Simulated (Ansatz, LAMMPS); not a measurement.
# Site preference of Zr in place of Ti in glassy 39BaO-61TiO2 (mol %) (94 atoms)

At which site of glassy 39BaO-61TiO2 (mol %) (94 atoms) does Zr in place of Ti cost least, and what about the site decides it?

Method: Kohn-Sham DFT, r2SCAN, PAW (set soft_2), plane waves, in Ansatz 0.2.0.

### Step 1. Set-up

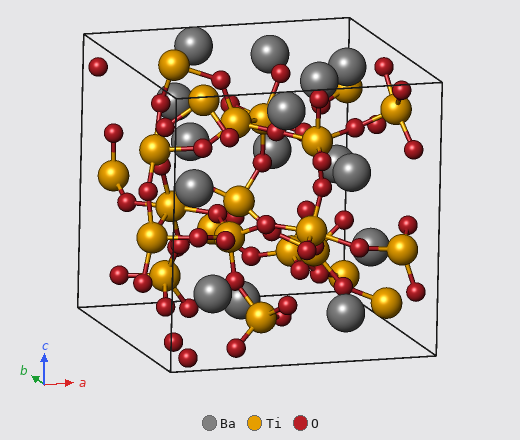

The starting structure, seen slightly off an axis (barium grey, titanium orange, oxygen red). Bonds to atoms that aren't drawn are left out. Some periodic images of atoms are drawn too.

The cell holds 94 atoms: 14 Ba, 22 Ti and 58 O. Its edges and angles: a = 11.335 Å, b = 11.335 Å, c = 11.335 Å, α = 90.0°, β = 90.0°, γ = 90.0°. 94 atoms (14 Ba, 22 Ti, 58 O) placed at random at 4.7 g/cm³, melted at 4000 K for 10 ps at fixed volume with the Morse and Coulomb pair potential with partial charges (Pedone, Malavasi, Menziani, Cormack and Segre, J. Phys. Chem. B 110, 11780 (2006)). Quenched from 4000 K to 300 K at 50 K/ps and fixed volume, held 10 ps at zero pressure, then minimised at fixed cell.

What the set-up can't give: The quench rate of 50 K/ps far exceeds what a furnace or splat quench reaches, so expect more defects and frozen-in strain than in a real sample. The network of bonds at the start is that of the classical potential that made the cell, and needn't be the one that DFT or experiment would give. Only the Γ point is sampled, in a cell whose shortest periodic width is 11 Å. No spin–orbit coupling is included, so levels derived from the heavy atoms are approximate.

### Step 2. Single point at the start

The forces at the start show how far the geometry lies from a minimum of this functional.

The input, input.yaml:

```yaml
crystal:
  lattice:
    - [11.33512, 0.0, 0.0]
    - [0.0, 11.33512, 0.0]
    - [0.0, 0.0, 11.33512]
  atoms:
    - { symbol: Ba, position: [0.67328, 0.91491, 0.90609] }
    - { symbol: Ba, position: [0.71754, 0.17376, 0.13267] }
    - { symbol: Ba, position: [0.19606, 0.12174, 0.24603] }
    - { symbol: Ba, position: [0.9816, 0.66978, 0.24039] }
    - { symbol: Ba, position: [0.25928, 0.75016, 0.79577] }
    - { symbol: Ba, position: [0.14156, 0.18805, 0.61913] }
    - { symbol: Ba, position: [0.39702, 0.96273, 0.59145] }
    - { symbol: Ba, position: [0.80281, 0.38427, 0.5913] }
    - { symbol: Ba, position: [0.41518, 0.00087, 0.93077] }
    - { symbol: Ba, position: [0.69607, 0.9343, 0.55115] }
    - { symbol: Ba, position: [0.69351, 0.4418, 0.91908] }
    - { symbol: Ba, position: [0.47547, 0.60681, 0.09218] }
    - { symbol: Ba, position: [0.87671, 0.66694, 0.90589] }
    - { symbol: Ba, position: [0.84745, 0.67293, 0.55133] }
    - { symbol: Ti, position: [0.49094, 0.96713, 0.26605] }
    - { symbol: Ti, position: [0.17348, 0.19943, 0.93691] }
    - { symbol: Ti, position: [0.48645, 0.68334, 0.43407] }
    - { symbol: Ti, position: [0.25174, 0.7917, 0.15013] }
    - { symbol: Ti, position: [0.60466, 0.19952, 0.76041] }
    - { symbol: Ti, position: [0.59276, 0.20583, 0.43198] }
    - { symbol: Ti, position: [0.94449, 0.38433, 0.10567] }
    - { symbol: Ti, position: [0.7023, 0.48377, 0.28825] }
    - { symbol: Ti, position: [0.16733, 0.50545, 0.99354] }
    - { symbol: Ti, position: [0.96871, 0.92281, 0.76459] }
    - { symbol: Ti, position: [0.3773, 0.42686, 0.78894] }
    - { symbol: Ti, position: [0.09914, 0.49537, 0.68995] }
    - { symbol: Ti, position: [0.21784, 0.64596, 0.44083] }
    - { symbol: Ti, position: [0.34448, 0.37666, 0.38505] }
    - { symbol: Ti, position: [0.73428, 0.81346, 0.20682] }
    - { symbol: Ti, position: [0.56658, 0.66574, 0.73484] }
    - { symbol: Ti, position: [0.89408, 0.18596, 0.86401] }
    - { symbol: Ti, position: [0.09072, 0.9065, 0.49923] }
    - { symbol: Ti, position: [0.89788, 0.097, 0.3712] }
    - { symbol: Ti, position: [0.43275, 0.26944, 0.11086] }
    - { symbol: Ti, position: [0.98665, 0.96336, 0.0653] }
    - { symbol: Ti, position: [0.05318, 0.37471, 0.40036] }
    - { symbol: O, position: [0.74385, 0.11965, 0.38224] }
    - { symbol: O, position: [0.94652, 0.5355, 0.7225] }
    - { symbol: O, position: [0.82444, 0.51475, 0.38528] }
    - { symbol: O, position: [0.76212, 0.24494, 0.79021] }
    - { symbol: O, position: [0.13729, 0.55251, 0.84439] }
    - { symbol: O, position: [0.04307, 0.40151, 0.56338] }
    - { symbol: O, position: [0.32852, 0.45837, 0.94013] }
    - { symbol: O, position: [0.13217, 0.3478, 0.0205] }
    - { symbol: O, position: [0.34628, 0.74256, 0.50209] }
    - { symbol: O, position: [0.09469, 0.7685, 0.43389] }
    - { symbol: O, position: [0.16481, 0.61188, 0.60056] }
    - { symbol: O, position: [0.85615, 0.85301, 0.10627] }
    - { symbol: O, position: [0.20145, 0.63521, 0.07667] }
    - { symbol: O, position: [0.43979, 0.56519, 0.75128] }
    - { symbol: O, position: [0.8676, 0.05596, 0.96598] }
    - { symbol: O, position: [0.95822, 0.98721, 0.46733] }
    - { symbol: O, position: [0.54636, 0.37026, 0.08289] }
    - { symbol: O, position: [0.48266, 0.13238, 0.18432] }
    - { symbol: O, position: [0.88257, 0.29118, 0.99473] }
    - { symbol: O, position: [0.27528, 0.70415, 0.28368] }
    - { symbol: O, position: [0.92251, 0.06926, 0.74186] }
    - { symbol: O, position: [0.51932, 0.81642, 0.34405] }
    - { symbol: O, position: [0.57267, 0.57129, 0.34515] }
    - { symbol: O, position: [0.63088, 0.67716, 0.89445] }
    - { symbol: O, position: [0.44639, 0.27775, 0.44768] }
    - { symbol: O, position: [0.79156, 0.82212, 0.35008] }
    - { symbol: O, position: [0.9938, 0.52205, 0.04785] }
    - { symbol: O, position: [0.57087, 0.04913, 0.72528] }
    - { symbol: O, position: [0.96361, 0.22862, 0.42587] }
    - { symbol: O, position: [0.84193, 0.83779, 0.72896] }
    - { symbol: O, position: [0.35928, 0.35007, 0.22902] }
    - { symbol: O, position: [0.67925, 0.55222, 0.70588] }
    - { symbol: O, position: [0.59361, 0.15815, 0.927] }
    - { symbol: O, position: [0.52277, 0.05324, 0.40142] }
    - { symbol: O, position: [0.01449, 0.87933, 0.90743] }
    - { symbol: O, position: [0.34422, 0.93069, 0.21628] }
    - { symbol: O, position: [0.65119, 0.33481, 0.34371] }
    - { symbol: O, position: [0.09574, 0.08761, 0.02617] }
    - { symbol: O, position: [0.35052, 0.52511, 0.43473] }
    - { symbol: O, position: [0.11466, 0.52722, 0.37618] }
    - { symbol: O, position: [0.48902, 0.80785, 0.75944] }
    - { symbol: O, position: [0.62192, 0.92263, 0.16855] }
    [... 10 atom lines left out ...]
    - { symbol: O, position: [0.34894, 0.80312, 0.02329] }
    - { symbol: O, position: [0.31905, 0.20736, 0.02049] }
    - { symbol: O, position: [0.01374, 0.35276, 0.24195] }
    - { symbol: O, position: [0.57996, 0.70766, 0.5641] }
    - { symbol: O, position: [0.08235, 0.89166, 0.65839] }
    - { symbol: O, position: [0.93905, 0.05933, 0.22325] }
kpoints:
  mp_grid: { grid: [1, 1, 1] }
hamiltonian:
  xc: r2scan
scf:
  occupations: { method: fixed }
output:
  forces: true
```

Started as:

```bash
> ansatz run input.yaml --threads 4 --pin off --max-ram 8192MiB --backend cpu --events-out ev --progress --plain --runs-dir out
```

Numbers of over 12 decimals in the logs are rounded to 6 here.

Output:

```text
Engine: ansatz 0.2.0, aarch64-unknown-linux-gnu
Pseudopotentials: kind: paw
Pseudopotential: Ba, paw, valence charge 10, recommended cutoff 500 eV (meta_gga), Ba.paw.azcp
Pseudopotential: Ti, paw, valence charge 12, recommended cutoff 500 eV (meta_gga), Ti.paw.azcp
Pseudopotential: O, paw, valence charge 6, recommended cutoff 500 eV (meta_gga), O.paw.azcp
Functional definition: r2SCAN
  parameter k0 = 0.174
  parameter k1 = 0.065
  parameter a1 = 4.9479
  exchange = r2scan_x(k0 = k0, k1 = k1, a1 = a1)
  correlation = r2scan_c
Crystal: 94 atoms, lattice volume = 1456.392 Å³
Basis set: ecut = 500 eV, 37121 PW (Γ), exchange–correlation on 360×360×360 points (64 copies of the dense FFT grid, shifted against one another)
Bands: 470, of which v1, the nominal top of the filled ones, is band 376 counted from 1 (375 counted from 0)
Symmetry: 1 space group operations
Space group: P1 (ITA 1), of the structure as read, at distance tolerance 1.1e-4 Å
k-points: 1
Non-local potential: Ba, projectors of the file, l = 0: 3, l = 1: 2, l = 2: 2, l = 3: 2
Non-local potential: Ti, projectors of the file, l = 0: 3, l = 1: 2, l = 2: 3, l = 3: 1
Non-local potential: O, projectors of the file, l = 0: 2, l = 1: 2, l = 2: 1
PAW form: soft (Blöchl's): semilocal exchange-correlation on the pseudo side does not see the compensation charge
PAW frozen core: Ba, regenerated for the run's functional (the file was generated under x = pbe(κ = 0.804, μ = 0.219515), c = pbe(β = 0.066725))
PAW frozen core: Ti, regenerated for the run's functional (the file was generated under x = pbe(κ = 0.804, μ = 0.219515), c = pbe(β = 0.066725))
PAW frozen core: O, regenerated for the run's functional (the file was generated under x = pbe(κ = 0.804, μ = 0.219515), c = pbe(β = 0.066725))
PAW one-centre angular grid: Ba, 302 points (default); XC on 160 Gauss nodes
PAW one-centre angular grid: Ti, 590 points (default); XC on 160 Gauss nodes
PAW one-centre angular grid: O, 302 points (default); XC on 160 Gauss nodes
Initial density: superposition of atomic densities (neutral atoms: chi_scale 0, normalization atom), corrected by the library's trained network
Initial wavefunctions: pseudopotential atomic-orbital guess
Functional: x = r2scan, c = r2scan; τ floored in thin density (d = 2e-4 eV/Å³)
SCF iter   1: F=—  HF=-171724.605435 eV  |F-HF|=—  |Δ(HF+E_count)|=         —  Δρ=1.97e-2  dr2=7.04e0  dr2_τ=5.14e0  ethr=1.77e-3  ⟨swp⟩=6.0  Hψ=1557  notcnv=0  defer=90
preconditioner: auto → Resta (q_TF=auto, 2.444 Å⁻¹)  ε∞=4.6  [insulator: Δε(μ)=3.265 eV  Ē_g=11.965 eV  n_scr=364 (ndim 8)  ℏωp=22.8 eV  f_vac=0.065  ε∞_Penn≈4.6]
SCF iter   2: F=—  HF=-171725.890194 eV  |F-HF|=—  |Δ(HF+E_count)|=    1.28e0  Δρ=1.12e-2  dr2=1.19e0  dr2_τ=4.25e-1  ethr=9.37e-4  ⟨swp⟩=3.0  Hψ=862  notcnv=0  defer=92
SCF iter   3: F=—  HF=-171725.716052 eV  |F-HF|=—  |Δ(HF+E_count)|=   1.74e-1  Δρ=3.34e-3  dr2=1.22e-1  dr2_τ=8.91e-3  ethr=1.59e-4  ⟨swp⟩=3.0  Hψ=628  notcnv=0  defer=91
SCF iter   4: F=—  HF=-171725.703876 eV  |F-HF|=—  |Δ(HF+E_count)|=   1.22e-2  Δρ=1.51e-3  dr2=3.07e-2  dr2_τ=4.13e-3  ethr=1.62e-5  ⟨swp⟩=3.0  Hψ=672  notcnv=0  defer=92
SCF iter   5: F=—  HF=-171725.700218 eV  |F-HF|=—  |Δ(HF+E_count)|=   3.66e-3  Δρ=5.31e-4  dr2=4.28e-3  dr2_τ=5.58e-4  ethr=4.08e-6  ⟨swp⟩=3.0  Hψ=641  notcnv=0  defer=92
SCF iter   6: F=—  HF=-171725.699934 eV  |F-HF|=—  |Δ(HF+E_count)|=   2.84e-4  Δρ=1.72e-4  dr2=4.74e-4  dr2_τ=4.24e-5  ethr=5.69e-7  ⟨swp⟩=2.0  Hψ=598  notcnv=0  defer=92
SCF iter   7: F=—  HF=-171725.700141 eV  |F-HF|=—  |Δ(HF+E_count)|=   2.06e-4  Δρ=1.17e-4  dr2=1.99e-4  dr2_τ=2.42e-5  ethr=6.31e-8  ⟨swp⟩=2.0  Hψ=651  notcnv=0  defer=91
SCF iter   8: F=—  HF=-171725.700134 eV  |F-HF|=—  |Δ(HF+E_count)|=   6.60e-6  Δρ=3.02e-5  dr2=1.57e-5  dr2_τ=1.54e-6  ethr=2.65e-8  ⟨swp⟩=2.0  Hψ=718  notcnv=0  defer=91
SCF iter   9: F=—  HF=-171725.704165 eV  |F-HF|=—  |Δ(HF+E_count)|=   4.03e-3  Δρ=1.86e-5  dr2=5.99e-6  dr2_τ=6.19e-7  ethr=2.08e-9  ⟨swp⟩=2.0  Hψ=840  notcnv=0  defer=91
SCF iter  10: F=—  HF=-171725.704165 eV  |F-HF|=—  |Δ(HF+E_count)|=   2.91e-9  Δρ=6.52e-6  dr2=7.94e-7  dr2_τ=8.02e-8  ethr=7.96e-10  ⟨swp⟩=2.0  Hψ=715  notcnv=0  defer=91
SCF iter  11: F=—  HF=-171725.704165 eV  |F-HF|=—  |Δ(HF+E_count)|=   2.61e-7  Δρ=2.93e-6  dr2=1.60e-7  dr2_τ=1.20e-8  ethr=1.06e-10  ⟨swp⟩=2.0  Hψ=599  notcnv=0  defer=91
SCF iter  12: F=-171725.704165 eV  HF=-171725.704165 eV  |F-HF|=3.78e-8  |Δ(HF+E_count)|=   5.99e-8  Δρ=2.20e-6  dr2=8.13e-8  dr2_τ=8.00e-9  ethr=1.33e-11  ⟨swp⟩=4.0  Hψ=1601  notcnv=0
SCF 1 converged in 12 iterations: F = -171725.704165 eV  dr2 = 8.13e-8
  greatest PAW one-centre occupation: 1.001 electrons in one spin orbital (limit 2), on the Ti atom at site 31 (counted from 0), in its partial waves of l = 1
SCF converged after 12 iterations
Free energy (F): -171725.704165 eV
Harris-Foulkes:  -171725.704165 eV  (|F-HF|=3.78e-8)
Internal energy: -171725.704165 eV  (E = F + TS)
E sigma→0 (E₀):  -171725.704165 eV
Fermi energy:    6.957014 eV
--- Per-component energies (eV) ---
  E_band       = -6402.667396
  E_kinetic    = 18618.041158
  E_local      = -58221.301682  (includes V_loc(G=0)·N_el)
  E_nonlocal   = 3580.804992
  E_hartree    = 23315.202144
  E_xc         = -8550.463620
  E_vxc        = -11204.077222  (∫ρ·V_xc dr)
  E_paw        = -106000.141730  (= ΣΔE_a)
  E_vpaw       = -6519.296681  (= ΣTr[D̂ρ^β])
  E_aug_tail   = 0.060333  (compensation charges beyond the density's cutoff)
  E_vtau       = 712.698078  (kinetic-family band-sum trace: ∫τ·v_τ [+ j·A + Jᵃ·Aᵃ] dr)
  E_ewald      = -44461.462951
  E_core_change = -6.442808  (= ΣΔE_core)
  E_smearing   = -0.000000  (= −TS)
  E_closure    = -0.000000  (closes the sum)
  Σ components = -171725.704165   (vs F -171725.704165, Δ=0.00e0)
--- Forces (eV/Å), atoms counted from 1 ---
  atom   1  Ba     1.23281117    -0.15611762    -0.21229648
  atom   2  Ba    -0.02014698     0.02836272     0.03264641
  atom   3  Ba    -0.05100374    -0.01369378    -0.33121336
  atom   4  Ba     0.33204774    -0.21036426    -0.06372070
  atom   5  Ba    -0.11819857    -1.12716316     0.11632419
  atom   6  Ba    -0.37160890     0.33242295     0.83423048
  atom   7  Ba    -0.10511315    -0.37055734    -0.64118387
  atom   8  Ba    -0.16747076    -0.55009850    -0.07201322
  atom   9  Ba    -1.43079723     1.68277898     0.55519861
  atom  10  Ba     0.38091538     0.56524611    -0.77808335
  atom  11  Ba    -0.70428215    -0.82304810     0.05031504
  atom  12  Ba    -0.22629623    -0.02289015     0.16982195
  atom  13  Ba     0.77622066     0.30624787    -0.21059431
  atom  14  Ba     0.12491501    -0.16318028     0.00171779
[...]
atom  93  O      1.80162097    -0.80214978     0.34063241
  atom  94  O      0.59033935    -0.07902923    -1.21228122
  max |Σ_I F_I| component: 1.59e-4 eV/Å
```

Elapsed: 73 s, on 4 threads of Arm Neoverse V1, shared host; peak memory 4.5 GiB.

In the SCF lines HF is the Harris–Foulkes energy and dr2 the Hartree energy of the density residual, in eV; the loop may stop once dr2 is under the threshold and the program's other checks hold. Hψ counts applications of the Hamiltonian.

The r.m.s. force at the start is 0.70 eV/Å.

### Step 3. Relaxation

The atoms are relaxed in the fixed cell, aiming at the force tolerance of the input.

The input, input.yaml:

```yaml
crystal:
  lattice:
    - [11.33512, 0.0, 0.0]
    - [0.0, 11.33512, 0.0]
    - [0.0, 0.0, 11.33512]
  atoms:
    [... the 94 atom lines of step 2 ...]
kpoints:
  mp_grid: { grid: [1, 1, 1] }
hamiltonian:
  xc: r2scan
scf:
  occupations: { method: fixed }
output:
  forces: true
relax:
  f_tol: 0.05
  max_steps: 120
```

Output:

```text
[...]
Pseudopotentials: kind: paw
Pseudopotential: Ba, paw, valence charge 10, recommended cutoff 500 eV (meta_gga), Ba.paw.azcp
Pseudopotential: Ti, paw, valence charge 12, recommended cutoff 500 eV (meta_gga), Ti.paw.azcp
Pseudopotential: O, paw, valence charge 6, recommended cutoff 500 eV (meta_gga), O.paw.azcp
[...]
Crystal: 94 atoms, lattice volume = 1456.392 Å³
Basis set: ecut = 500 eV, 37121 PW (Γ), exchange–correlation on 360×360×360 points (64 copies of the dense FFT grid, shifted against one another)
Bands: 470, of which v1, the nominal top of the filled ones, is band 376 counted from 1 (375 counted from 0)
Symmetry: 1 space group operations
Space group: P1 (ITA 1), of the structure as read, at distance tolerance 1.1e-4 Å
k-points: 1
[...]
Initial density: superposition of atomic densities (neutral atoms: chi_scale 0, normalization atom), corrected by the library's trained network
Initial wavefunctions: pseudopotential atomic-orbital guess
[...]
SCF iter   1: F=—  HF=-171724.605434 eV  |F-HF|=—  |Δ(HF+E_count)|=         —  Δρ=1.97e-2  dr2=7.04e0  dr2_τ=5.14e0  ethr=1.77e-3  ⟨swp⟩=6.0  Hψ=1557  notcnv=0  defer=90
preconditioner: auto → Resta (q_TF=auto, 2.444 Å⁻¹)  ε∞=4.6  [insulator: Δε(μ)=3.265 eV  Ē_g=11.965 eV  n_scr=364 (ndim 8)  ℏωp=22.8 eV  f_vac=0.065  ε∞_Penn≈4.6]
[...]
SCF iter   7: F=—  HF=-171725.704171 eV  |F-HF|=—  |Δ(HF+E_count)|=   1.11e-4  Δρ=1.16e-4  dr2=1.96e-4  dr2_τ=2.37e-5  ethr=6.33e-8  ⟨swp⟩=2.0  Hψ=651  notcnv=0  defer=92
SCF iter   8: F=-171725.704159 eV  HF=-171725.704160 eV  |F-HF|=1.46e-6  |Δ(HF+E_count)|=   1.06e-5  Δρ=3.05e-5  dr2=1.59e-5  dr2_τ=1.55e-6  ethr=8.31e-9  ⟨swp⟩=3.0  Hψ=1579  notcnv=0
SCF 1 converged in 8 iterations: F = -171725.704159 eV  dr2 = 1.59e-5
[...]
relax step   1: F+E_penalty+E_count = -171725.70415873 eV  Δ(F+E_penalty+E_count) = +0.000e0 eV  max|allowed force component| = 1.944e0 eV/Å  Δτ_max = 0.0000 Å  (8 SCF iters, dr2 threshold 6.25e-5 eV, accepted)
[... from here on, the SCF cycles and remarks between the steps are left out, and one step in 5 is shown ...]
relax step   2: F+E_penalty+E_count = -171728.40122666 eV  Δ(F+E_penalty+E_count) = -2.697e0 eV  max|allowed force component| = 1.379e0 eV/Å  Δτ_max = 0.1996 Å  (7 SCF iters, dr2 threshold 1.00e-4 eV, accepted)
relax step   5: F+E_penalty+E_count = -171730.54880199 eV  Δ(F+E_penalty+E_count) = -2.539e-1 eV  max|allowed force component| = 3.641e-1 eV/Å  Δτ_max = 0.2000 Å  (7 SCF iters, dr2 threshold 1.00e-4 eV, accepted)
relax step  10: F+E_penalty+E_count = -171730.85519356 eV  Δ(F+E_penalty+E_count) = -3.402e-2 eV  max|allowed force component| = 1.380e-1 eV/Å  Δτ_max = 0.0347 Å  (8 SCF iters, dr2 threshold 3.82e-6 eV, accepted)
relax step  15: F+E_penalty+E_count = -171731.10333875 eV  Δ(F+E_penalty+E_count) = -3.979e-2 eV  max|allowed force component| = 1.363e-1 eV/Å  Δτ_max = 0.1000 Å  (8 SCF iters, dr2 threshold 6.91e-6 eV, accepted)
relax step  20: F+E_penalty+E_count = -171731.51361294 eV  Δ(F+E_penalty+E_count) = -8.895e-2 eV  max|allowed force component| = 2.473e-1 eV/Å  Δτ_max = 0.1900 Å  (7 SCF iters, dr2 threshold 3.37e-5 eV, accepted)
relax step  25: F+E_penalty+E_count = -171732.08295653 eV  Δ(F+E_penalty+E_count) = -1.563e-1 eV  max|allowed force component| = 2.606e-1 eV/Å  Δτ_max = 0.2000 Å  (7 SCF iters, dr2 threshold 1.00e-4 eV, accepted)
relax step  28: F+E_penalty+E_count = -171732.18810695 eV  Δ(F+E_penalty+E_count) = -3.137e-2 eV  max|allowed force component| = 1.637e-1 eV/Å  Δτ_max = 0.0727 Å  (7 SCF iters, dr2 threshold 3.18e-5 eV, accepted)
[...]
Step cancelled. What follows is not a result of the run: it is the report of the last solve that finished, which converged after 7 SCF iterations.
Free energy (F): -171732.188107 eV
Harris-Foulkes:  -171732.188110 eV  (|F-HF|=3.11e-6)
Internal energy: -171732.188107 eV  (E = F + TS)
E sigma→0 (E₀):  -171732.188107 eV
Fermi energy:    6.902915 eV
--- Per-component energies (eV) ---
[...]
Σ components = -171732.188107   (vs F -171732.188107, Δ=0.00e0)
--- Forces (eV/Å), atoms counted from 1 ---
  atom   1  Ba    -0.02099794     0.01151341     0.00312601
  atom   2  Ba    -0.00411888    -0.03578467     0.01244943
  atom   3  Ba     0.05186117    -0.00281552    -0.05592631
  atom   4  Ba    -0.00499955    -0.00408891    -0.00574968
[...]
atom  94  O      0.00939223     0.01075780     0.02504338
  max |Σ_I F_I| component: 1.35e-3 eV/Å
End of that report.
Error: SIGTERM received: cancelled by the caller after 3 completed SCF iterations
```

The job ended after 24 min (4 threads; peak memory 4.5 GiB).

The relaxation was stopped at its limit after 28 steps, 6.48 eV below its start, with a largest force component of 0.16 eV/Å.

[end of part 1 of 3]

[Logs are printed without paths, hosts, clocks, repeated set-up lines and the standing remarks that a program may print on its own settings, such as how far it seeks lower states.]

[Hosts, paths, dates, database ids (printed as entryN), source tags and the programs' standing remarks are cut or masked in the printed files.]
